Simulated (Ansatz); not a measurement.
**F₃H₃SSi (built from SMILES F[Si](F)(F)S.[H][H]): search for a transition state**

Aim: find the saddle point of a four-centre ligand exchange that is to form Si1–H7, S2–H6 and break Si1–S2, H6–H7, prove it by its vibrations, and relax downhill on both sides to see what it joins.

Method: PBE0-D4, def2-SVP first, then def2-TZVP; program: Ansatz 0.2.0, Gaussian basis.

152 further runs of the same task are left out: 152 set aside as unsound or not needed. Runs told in other sessions of the task aren't counted.

## Step 1: The system as given

The guess: 8 atoms, charge 0, spin multiplicity 1.

Atoms are counted from 1 here; the program's logs count them from 0.

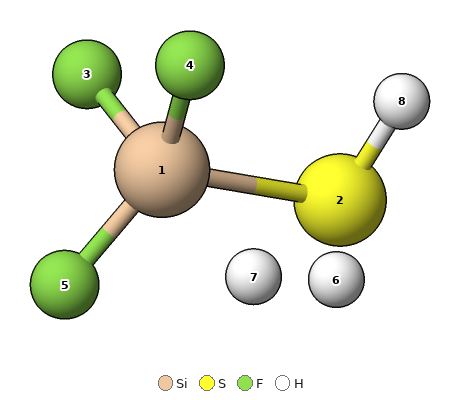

Start geometry, drawn with silicon light orange, sulfur yellow, fluorine green, hydrogen white; atoms are numbered from 1 in the order of the file.

As a file:

| atom | x (Å) | y (Å) | z (Å) |
| --- | --- | --- | --- |
| Si1 | -0.2190 | 0.2108 | -0.6590 |
| S2 | 0.9191 | -1.1375 | 0.7795 |
| F3 | 0.7715 | 0.1431 | -1.9159 |
| F4 | 0.1016 | 1.7413 | -0.3177 |
| F5 | -1.4139 | -0.5728 | -1.3669 |
| H6 | -0.5431 | -0.4738 | 1.3883 |
| H7 | -1.2742 | 0.2429 | 0.8082 |
| H8 | 1.6579 | -0.1540 | 1.2834 |

Distances that are to change: Si1–H7 1.81 Å, S2–H6 1.72 Å, Si1–S2 2.28 Å, H6–H7 1.18 Å.

## Step 2: Relaxing the guess with the reacting distances held

File hold/in.yaml:

```yaml
crystal:
  periodic: [false, false, false]
  atoms:
    - {symbol: Si, position_ang: [-0.219000, 0.210800, -0.659000]}
    - {symbol: S, position_ang: [0.919100, -1.137500, 0.779500]}
    - {symbol: F, position_ang: [0.771500, 0.143100, -1.915900]}
    - {symbol: F, position_ang: [0.101600, 1.741300, -0.317700]}
    - {symbol: F, position_ang: [-1.413900, -0.572800, -1.366900]}
    - {symbol: H, position_ang: [-0.543100, -0.473800, 1.388300]}
    - {symbol: H, position_ang: [-1.274200, 0.242900, 0.808200]}
    - {symbol: H, position_ang: [1.657900, -0.154000, 1.283400]}
basis:
  gaussian: {orbitals: def2-SVP}
hamiltonian: {xc: pbe0, dispersion: d4}
relax: {f_tol: 0.04, max_steps: 150, escape_saddle: false, constraints: [{distance: [0, 6]}, {distance: [1, 5]}, {distance: [0, 1]}, {distance: [5, 6]}]}
```

Started as:

```console
$ ansatz run in.yaml --threads 4 --pin off --events-out ev --progress --plain --max-ram 9574MiB
```

Log, cut to the lines that bear on the results:

```text
Functional definition: PBE0
  name "PBE0"
  cite "Adamo & Barone, J. Chem. Phys. 110, 6158 (1999) doi:10.1063/1.478522"
  cite "Perdew, Burke & Ernzerhof, Phys. Rev. Lett. 77, 3865 (1996) doi:10.1103/PhysRevLett.77.3865"
  parent pbe
[...]
924 factors; integrals over basis functions are off by at most 3.9e-4 eV
[...]
mean field -26887.74522185 eV, -988.1064117347 hartree, gradient 2.2e-5 eV, S^2 0.000000; 0 other end points of the search recorded, 0 dependent functions left out
[...]
reference -26887.74524284 eV, -988.1064125059 hartree; 30, 30 occupied and 63, 63 virtual orbitals, 924 factors
relax step   1: F+E_penalty+E_count = -26887.89940273 eV  Δ(F+E_penalty+E_count) = +0.000e0 eV  max|allowed force component| = 1.094e0 eV/Å  Δτ_max = 0.0000 Å  (27 SCF iters, accepted)
[...]
relax step   5: F+E_penalty+E_count = -26888.17669262 eV  Δ(F+E_penalty+E_count) = -1.389e-2 eV  max|allowed force component| = 4.908e-2 eV/Å  Δτ_max = 0.1100 Å  (28 SCF iters, accepted)
[...]
relax step   6: F+E_penalty+E_count = -26888.17701726 eV  Δ(F+E_penalty+E_count) = -3.246e-4 eV  max|allowed force component| = 8.806e-3 eV/Å  Δτ_max = 0.0117 Å  (23 SCF iters, accepted)
  distance Si 0 - H 6 held at 1.807527 Å   reaction = -7.3417e-2 eV/Å
  distance S 1 - H 5 held at 1.717313 Å   reaction = -7.2932e-2 eV/Å
  distance Si 0 - S 1 held at 2.276503 Å   reaction = +3.6514e-1 eV/Å
  distance H 5 - H 6 held at 1.176725 Å   reaction = +1.9598e0 eV/Å
924 factors; integrals over basis functions are off by at most 4.2e-4 eV
[...]
mean field -26888.02578736 eV, -988.1167223269 hartree, gradient 2.0e-5 eV, S^2 0.000000; 1 other end points of the search recorded, 0 dependent functions left out
[...]
reference -26888.02580809 eV, -988.1167230890 hartree; 30, 30 occupied and 63, 63 virtual orbitals, 924 factors
Total energy: -26888.17703800 eV, -988.1222806856 hartree
Atom 0 at    -0.179001     0.168529    -0.598196 Å, force     0.226413    -0.235682     0.169189 eV/Å
Atom 1 at     0.988101    -1.211310     0.786139 Å, force    -0.119164     0.193237    -0.231571 eV/Å
Atom 2 at     0.828498     0.091721    -1.861182 Å, force     0.004789    -0.000583    -0.006384 eV/Å
Atom 3 at    -0.020301     1.741788    -0.283595 Å, force     0.003210    -0.000037     0.003820 eV/Å
Atom 4 at    -1.465694    -0.516417    -1.278474 Å, force     0.000026     0.004003    -0.005703 eV/Å
Atom 5 at    -0.492723    -0.430119     1.168324 Å, force    -1.456098     1.258479    -0.617632 eV/Å
Atom 6 at    -1.329385     0.305402     0.789261 Å, force     1.343452    -1.218659     0.693752 eV/Å
Atom 7 at     1.670405    -0.149594     1.277623 Å, force    -0.002627    -0.000757    -0.005471 eV/Å
Dipole moment:     0.169905    -0.105883     0.588972 e Å
```

It took 9 s on 4 threads of Arm Neoverse V1, shared host.

Relaxation path:

| step | energy from step 1 (eV) | largest force component (eV/Å) |
| --- | --- | --- |
| 1 | 0.0000 | 1.0940 |
| 2 | -0.2372 | 0.4754 |
| 3 | -0.2587 | 0.1622 |
| 4 | -0.2634 | 0.1015 |
| 5 | -0.2773 | 0.0491 |
| 6 | -0.2776 | 0.0088 |

Close pairs (by a distance rule), those that changed most:

| bond | before (Å) | after (Å) | change (Å) |
| --- | --- | --- | --- |
| S2–H8 | 1.329 | 1.354 | +0.025 |
| Si1–F3 | 1.602 | 1.617 | +0.016 |
| Si1–F5 | 1.595 | 1.609 | +0.014 |
| Si1–F4 | 1.601 | 1.612 | +0.012 |
| Si1–S2 | 2.277 | 2.277 | +0.000 |

## Step 3: Force constants to start from

File hessian/in.yaml:

```yaml
crystal:
  periodic: [false, false, false]
  atoms:
    - {symbol: Si, position_ang: [-0.179001, 0.168529, -0.598196]}
    - {symbol: S, position_ang: [0.988101, -1.211310, 0.786139]}
    - {symbol: F, position_ang: [0.828498, 0.091721, -1.861182]}
    - {symbol: F, position_ang: [-0.020301, 1.741788, -0.283595]}
    - {symbol: F, position_ang: [-1.465694, -0.516417, -1.278474]}
    - {symbol: H, position_ang: [-0.492723, -0.430119, 1.168324]}
    - {symbol: H, position_ang: [-1.329385, 0.305402, 0.789261]}
    - {symbol: H, position_ang: [1.670405, -0.149594, 1.277623]}
basis:
  gaussian: {orbitals: def2-SVP}
hamiltonian: {xc: pbe0, dispersion: d4}
phonons: {}
scf: {lower_state_search: off}
```

Started as:

```console
$ ansatz run in.yaml --threads 4 --pin off --events-out ev --progress --plain --max-ram 9574MiB
```

Log, cut to the lines that bear on the results:

```text
[... 5 set-up lines as earlier in the session ...]
[...]
925 factors; integrals over basis functions are off by at most 4.2e-4 eV
[...]
mean field -26888.02582288 eV, -988.1167236322 hartree, gradient 1.2e-6 eV, S^2 0.000000; 0 other end points of the search recorded, 0 dependent functions left out
[...]
reference -26888.02584354 eV, -988.1167243916 hartree; 30, 30 occupied and 63, 63 virtual orbitals, 925 factors
[... from here to the last solve, the lines of the solves are left out (47 solves) ...]
925 factors; integrals over basis functions are off by at most 4.2e-4 eV
mean field -26888.02581855 eV, -988.1167234733 hartree, gradient 2.8e-6 eV, S^2 0.000000; 0 other end points of the search recorded, 0 dependent functions left out
[...]
WARN: phonons: modes at or below zero, which the zero-point energy, F, S and C_V leave out: 1, the lowest at -1309.63 cm⁻¹. A minimum has none, and a first-order saddle one
[...]
Atom 0 at    -0.179001     0.168529    -0.598196 Å, force     0.226133    -0.235208     0.169113 eV/Å
Atom 1 at     0.988101    -1.211310     0.786139 Å, force    -0.119137     0.193141    -0.231397 eV/Å
Atom 2 at     0.828498     0.091721    -1.861182 Å, force     0.004848    -0.000691    -0.006497 eV/Å
Atom 3 at    -0.020301     1.741788    -0.283595 Å, force     0.003211    -0.000138     0.003867 eV/Å
Atom 4 at    -1.465694    -0.516417    -1.278474 Å, force     0.000075     0.003981    -0.005755 eV/Å
Atom 5 at    -0.492723    -0.430119     1.168324 Å, force    -1.456030     1.258507    -0.617461 eV/Å
Atom 6 at    -1.329385     0.305402     0.789261 Å, force     1.343618    -1.218820     0.693659 eV/Å
Atom 7 at     1.670405    -0.149594     1.277623 Å, force    -0.002718    -0.000772    -0.005529 eV/Å
Dipole moment:     0.169899    -0.105882     0.588973 e Å
Vibrations: -1309.63 119.30 135.97 271.79 294.10 367.13 434.67 480.64 653.21 780.95 804.30 862.66 918.78 1021.97 1229.15 1375.21 1648.11 2698.21 cm⁻¹, zero-point energy 0.873849 eV
Checks for a lower state left out: stability, starts, cluster_reference, orbital_swaps, neighbouring_geometries, increment
```

Wall time 35 s (4 threads of Arm Neoverse V1, shared host).

The structure is not stationary yet, so these wavenumbers are no spectrum; the search needs only the force constants.

## Step 4: Saddle search in the small basis

The search itself is an outer loop (partitioned rational-function steps, Bofill update of the Hessian). Each step is one single-point run with forces. It stops when the largest force is under 0.04 eV/Å and the followed curvature is negative. The first step's input:

File presaddle/in.yaml:

```yaml
crystal:
  periodic: [false, false, false]
  atoms:
    - {symbol: Si, position_ang: [-0.179001, 0.168529, -0.598196]}
    - {symbol: S, position_ang: [0.988101, -1.211310, 0.786139]}
    - {symbol: F, position_ang: [0.828498, 0.091721, -1.861182]}
    - {symbol: F, position_ang: [-0.020301, 1.741788, -0.283595]}
    - {symbol: F, position_ang: [-1.465694, -0.516417, -1.278474]}
    - {symbol: H, position_ang: [-0.492723, -0.430119, 1.168324]}
    - {symbol: H, position_ang: [-1.329385, 0.305402, 0.789261]}
    - {symbol: H, position_ang: [1.670405, -0.149594, 1.277623]}
basis:
  gaussian: {orbitals: def2-SVP}
hamiltonian: {xc: pbe0, dispersion: d4}
output: {forces: true}
scf: {lower_state_search: off}
```

Started as:

```console
$ ansatz run in.yaml --threads 4 --pin off --events-out ev --progress --plain --max-ram 9574MiB
```

The driver's record:

| step | energy (eV) | largest force (eV/Å) | followed curvature (eV/Å²) |
| --- | --- | --- | --- |
| 1 | -26888.17703 | 1.4560 | -11.82 |
| 2 | -26888.17452 | 0.4630 | -12.01 |
| 3 | -26888.18393 | 0.1281 | -12.31 |
| 4 | -26888.18537 | 0.2125 | -12.40 |
| 5 | -26888.18701 | 0.0505 | -12.22 |
| 6 | -26888.18308 | 0.2302 | -12.21 |
| 7 | -26888.18742 | 0.0076 | -12.20 |

The 7 steps took 5.8 s in all (4 threads of Arm Neoverse V1, shared host).

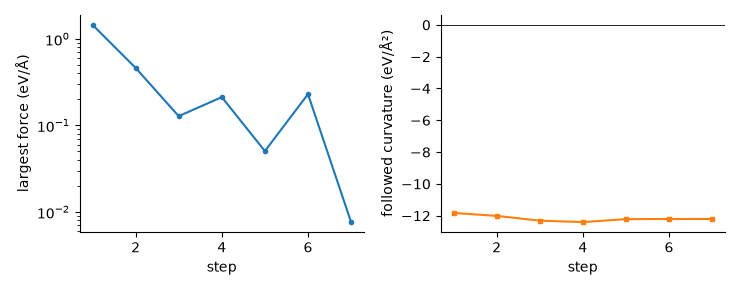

Largest force and followed curvature during the search.

## Step 5: Saddle search in triple zeta

A small driver takes partitioned rational-function steps: uphill along one mode, downhill along the rest. It calls the program once a step for energy and forces and updates the Hessian by Bofill's formula. It stops when the largest force is under 0.01 eV/Å and the followed curvature is negative. The first step's input:

File saddle/in.yaml:

```yaml
crystal:
  periodic: [false, false, false]
  atoms:
    - {symbol: Si, position_ang: [-0.273192, 0.215578, -0.592732]}
    - {symbol: S, position_ang: [0.957168, -1.212994, 0.863558]}
    - {symbol: F, position_ang: [0.831445, 0.030845, -1.763689]}
    - {symbol: F, position_ang: [-0.073750, 1.802587, -0.367194]}
    - {symbol: F, position_ang: [-1.533607, -0.414042, -1.376220]}
    - {symbol: H, position_ang: [-0.384769, -0.490496, 1.182220]}
    - {symbol: H, position_ang: [-1.184136, 0.206815, 0.761600]}
    - {symbol: H, position_ang: [1.660741, -0.138294, 1.292357]}
basis:
  gaussian: {orbitals: def2-TZVP}
hamiltonian: {xc: pbe0, dispersion: d4}
output: {forces: true}
scf: {lower_state_search: off}
```

Started as:

```console
$ ansatz run in.yaml --threads 4 --pin off --events-out ev --progress --plain --max-ram 9574MiB
```

The driver's record:

| step | energy (eV) | largest force (eV/Å) | followed curvature (eV/Å²) |
| --- | --- | --- | --- |
| 1 | -26905.53717 | 0.8252 | -12.20 |
| 2 | -26905.56830 | 0.1038 | -12.20 |
| 3 | -26905.56959 | 0.0303 | -12.20 |
| 4 | -26905.57009 | 0.0361 | -12.21 |
| 5 | -26905.57021 | 0.0084 | -12.25 |

The 5 steps took 9.9 s in all (4 threads of Arm Neoverse V1, shared host).

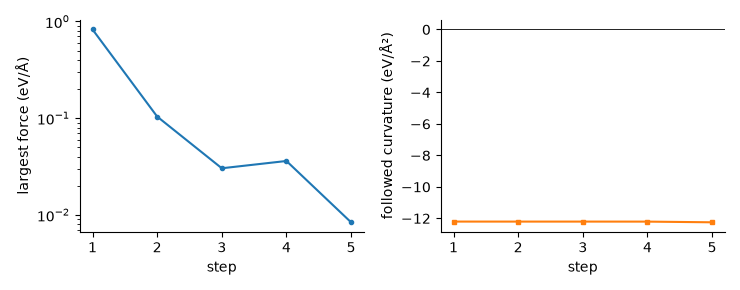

Largest force and followed curvature during the search.

Geometry at the end of the search:

| atom | x (Å) | y (Å) | z (Å) |
| --- | --- | --- | --- |
| Si1 | -0.26835 | 0.22882 | -0.59168 |
| S2 | 0.94323 | -1.23256 | 0.84859 |
| F3 | 0.84454 | 0.04391 | -1.72652 |
| F4 | -0.13116 | 1.80307 | -0.41731 |
| F5 | -1.50193 | -0.41297 | -1.35312 |
| H6 | -0.37406 | -0.48978 | 1.17766 |
| H7 | -1.16089 | 0.23090 | 0.77759 |
| H8 | 1.64853 | -0.17139 | 1.28469 |

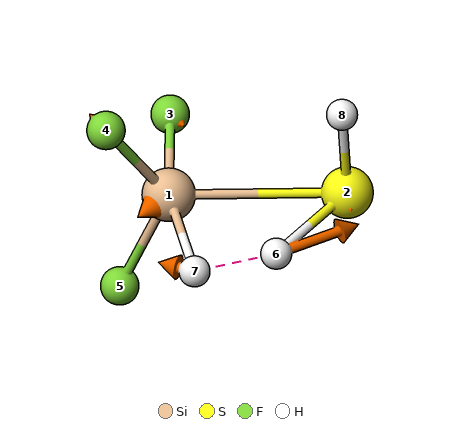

The point found; arrows show the followed mode. Pairs that react are joined by broken lines, hidden where the pair is close enough to be drawn as a bond.

## Step 6: Checking the order of the point

File vib/in.yaml:

```yaml
crystal:
  periodic: [false, false, false]
  atoms:
    - {symbol: Si, position_ang: [-0.268354, 0.228815, -0.591681]}
    - {symbol: S, position_ang: [0.943225, -1.232562, 0.848590]}
    - {symbol: F, position_ang: [0.844539, 0.043908, -1.726522]}
    - {symbol: F, position_ang: [-0.131159, 1.803072, -0.417307]}
    - {symbol: F, position_ang: [-1.501931, -0.412967, -1.353123]}
    - {symbol: H, position_ang: [-0.374059, -0.489781, 1.177662]}
    - {symbol: H, position_ang: [-1.160890, 0.230902, 0.777590]}
    - {symbol: H, position_ang: [1.648530, -0.171387, 1.284690]}
basis:
  gaussian: {orbitals: def2-TZVP}
hamiltonian: {xc: pbe0, dispersion: d4}
phonons: {temperatures: {t_min: 298.15, t_max: 900, t_step: 200}}
```

Started as:

```console
$ ansatz run in.yaml --threads 4 --pin off --events-out ev --progress --plain --max-ram 9574MiB
```

Log, cut to the lines that bear on the results:

```text
[... 5 set-up lines as earlier in the session ...]
[...]
1139 factors; their error is unknown
[...]
mean field -26905.42390510 eV, -988.7560913611 hartree, gradient 2.7e-5 eV, S^2 0.000000; 0 other end points of the search recorded, 0 dependent functions left out
[...]
reference -26905.42392942 eV, -988.7560922548 hartree; 30, 30 occupied and 155, 155 virtual orbitals, 1139 factors
[... from here to the last solve, the lines of the solves are left out (47 solves) ...]
1139 factors; their error is unknown
mean field -26905.42388778 eV, -988.7560907246 hartree, gradient 2.4e-6 eV, S^2 0.000000; 0 other end points of the search recorded, 0 dependent functions left out
[...]
WARN: phonons: modes at or below zero, which the zero-point energy, F, S and C_V leave out: 1, the lowest at -1160.63 cm⁻¹. A minimum has none, and a first-order saddle one
[...]
Total energy: -26905.57021050 eV, -988.7614679854 hartree
Atom 0 at    -0.268354     0.228815    -0.591681 Å, force     0.003334     0.008055     0.003532 eV/Å
Atom 1 at     0.943225    -1.232562     0.848590 Å, force    -0.005944     0.003020     0.003707 eV/Å
Atom 2 at     0.844539     0.043908    -1.726522 Å, force     0.002289    -0.000390    -0.003826 eV/Å
Atom 3 at    -0.131159     1.803072    -0.417307 Å, force    -0.002620    -0.000858    -0.002342 eV/Å
Atom 4 at    -1.501931    -0.412967    -1.353123 Å, force    -0.003474    -0.001552     0.002316 eV/Å
Atom 5 at    -0.374059    -0.489781     1.177662 Å, force     0.001627    -0.008382    -0.001608 eV/Å
Atom 6 at    -1.160890     0.230902     0.777590 Å, force     0.005423     0.000231    -0.002252 eV/Å
Atom 7 at     1.648530    -0.171387     1.284690 Å, force    -0.000636    -0.000124     0.000473 eV/Å
Dipole moment:     0.182483    -0.170617     0.600147 e Å
Vibrations: -1160.63 48.01 161.95 240.13 265.78 371.33 425.59 465.50 581.51 809.67 862.28 884.33 990.84 1102.89 1250.82 1493.09 1761.58 2696.28 cm⁻¹, zero-point energy 0.893404 eV
```

Run time: 85 s. Hardware: 4 threads of Arm Neoverse V1, shared host.

Wavenumbers and character of the modes:

| mode | wavenumber (cm⁻¹) | character |
| --- | --- | --- |
| 1 | 1161i | changes Si1–H7, S2–H6, H6–H7 |
| 2 | 48 | bend |
| 3 | 162 | bend |
| 4 | 240 | torsion |
| 5 | 266 | Si–S stretch with torsion |
| 6 | 371 | bend with torsion |
| 7 | 426 | bend |
| 8 | 466 | torsion with bend |
| 9 | 582 | bend |
| 10 | 810 | Si–F stretch |
| 11 | 862 | wag or twist with bend |
| 12 | 884 | Si–F stretch |
| 13 | 991 | Si–F stretch |
| 14 | 1103 | bend |
| 15 | 1251 | bend |
| 16 | 1493 | bend |
| 17 | 1762 | Si–H and S–H stretch |
| 18 | 2696 | S–H stretch |

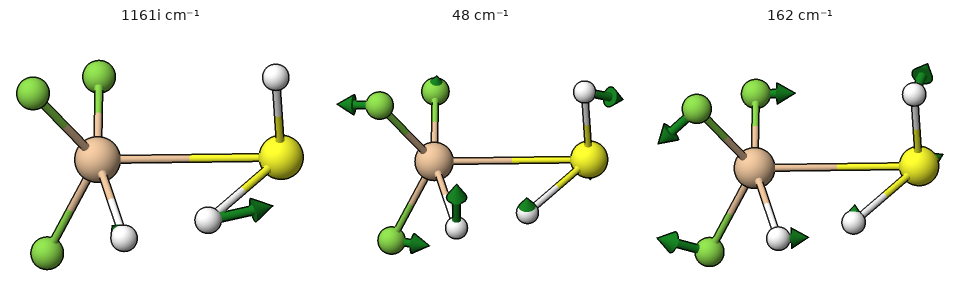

Displacements of 3 modes, as arrows.

Vibrational sums (real modes only):

| T (K) | entropy (J/mol/K) | heat capacity (J/mol/K) |
| --- | --- | --- |
| 298 | 61.7 | 64.4 |
| 498 | 101.7 | 91.4 |
| 698 | 135.3 | 107.4 |
| 898 | 163.7 | 117.2 |

Modes under 50 cm⁻¹ weigh heavily in the entropy, and the harmonic picture is poor for them.

## Step 7: Relaxing after a step of 0.30 Å one way along the mode

File downa/in.yaml:

```yaml
crystal:
  periodic: [false, false, false]
  atoms:
    - {symbol: Si, position_ang: [-0.396211, 0.302760, -0.575754]}
    - {symbol: S, position_ang: [0.885206, -1.227980, 0.923400]}
    - {symbol: F, position_ang: [0.825807, 0.026545, -1.650143]}
    - {symbol: F, position_ang: [-0.112547, 1.865093, -0.459695]}
    - {symbol: F, position_ang: [-1.528126, -0.422305, -1.428951]}
    - {symbol: H, position_ang: [-0.142371, -0.670572, 1.237954]}
    - {symbol: H, position_ang: [-1.189055, 0.298297, 0.670509]}
    - {symbol: H, position_ang: [1.657197, -0.171839, 1.282579]}
basis:
  gaussian: {orbitals: def2-TZVP}
hamiltonian: {xc: pbe0, dispersion: d4}
relax: {f_tol: 0.005, max_steps: 200}
```

Started as:

```console
$ ansatz run in.yaml --threads 4 --pin off --events-out ev --progress --plain --max-ram 9574MiB
```

Log, cut to the lines that bear on the results:

```text
[... 5 set-up lines as earlier in the session ...]
[...]
1139 factors; their error is unknown
[...]
mean field -26905.35076598 eV, -988.7534035480 hartree, gradient 1.7e-5 eV, S^2 0.000000; 0 other end points of the search recorded, 0 dependent functions left out
[...]
reference -26905.35079122 eV, -988.7534044756 hartree; 30, 30 occupied and 155, 155 virtual orbitals, 1139 factors
relax step   1: F+E_penalty+E_count = -26905.49480647 eV  Δ(F+E_penalty+E_count) = +0.000e0 eV  max|allowed force component| = 4.968e0 eV/Å  Δτ_max = 0.0000 Å  (27 SCF iters, accepted)
[...]
reference -26907.46853150 eV, -988.8312299952 hartree; 30, 30 occupied and 155, 155 virtual orbitals, 1139 factors
Total energy: -26907.59810383 eV, -988.8359916908 hartree
Atom 0 at    -0.588255     0.867950    -0.778371 Å, force    -0.000082     0.001111     0.000745 eV/Å
Atom 1 at     0.440742    -1.477425     1.746689 Å, force     0.002690    -0.000824    -0.004216 eV/Å
Atom 2 at     0.745807     1.423217    -0.149658 Å, force    -0.000012     0.000109     0.000248 eV/Å
Atom 3 at    -1.041485     1.896754    -1.883726 Å, force     0.000344    -0.000639    -0.000477 eV/Å
Atom 4 at    -0.267578    -0.488675    -1.513249 Å, force    -0.000269    -0.000393    -0.000323 eV/Å
Atom 5 at     1.564077    -0.745302     1.694390 Å, force    -0.002085    -0.001657    -0.000260 eV/Å
Atom 6 at    -1.642955     0.716789     0.217268 Å, force     0.000165    -0.000406     0.000379 eV/Å
Atom 7 at     0.789547    -2.193309     0.666556 Å, force    -0.000752     0.002700     0.003904 eV/Å
Dipole moment:     0.015728    -0.100585     0.127313 e Å
```

Run time: 2.6 min. Hardware: 4 threads of Arm Neoverse V1, shared host.

The steps of the relaxation: (not every step is listed)

| step | energy from step 1 (eV) | largest force component (eV/Å) |
| --- | --- | --- |
| 1 | 0.0000 | 4.9685 |
| 2 | -0.6080 | 1.3348 |
| 3 | -0.8623 | 0.5466 |
| 4 | -1.0604 | 0.5407 |
| 5 | -1.3043 | 0.6061 |
| 6 | -1.6293 | 0.5670 |
| 7 | -1.8718 | 0.4529 |
| 8 | -1.9831 | 0.1837 |
| 9 | -2.0136 | 0.0767 |
| 14 | -2.0186 | 0.7799 |
| 19 | -2.0581 | 0.3070 |
| 24 | -2.0818 | 0.0398 |
| 29 | -2.0854 | 0.0865 |
| 34 | -2.0857 | 0.3864 |
| 39 | -2.0915 | 0.2167 |
| 44 | -2.0956 | 0.0807 |
| 49 | -2.0984 | 0.0067 |
| 54 | -2.1008 | 0.1837 |
| 59 | -2.1031 | 0.0132 |
| 60 | -2.1032 | 0.0278 |
| 61 | -2.1032 | 0.0198 |
| 62 | -2.1033 | 0.0160 |
| 63 | -2.1033 | 0.0052 |
| 64 | -2.1033 | 0.0037 |
| 65 | -2.1033 | 0.0042 |

Distances of close pairs at the start and the end, largest changes first:

| bond | before (Å) | after (Å) | change (Å) |
| --- | --- | --- | --- |
| S2–H6 | 1.211 | 1.342 | +0.131 |
| Si1–F3 | 1.650 | 1.576 | -0.075 |
| Si1–H7 | 1.477 | 1.458 | -0.019 |
| Si1–F5 | 1.592 | 1.576 | -0.016 |
| Si1–F4 | 1.592 | 1.577 | -0.016 |
| S2–H8 | 1.357 | 1.342 | -0.015 |

[end of part 1 of 2]
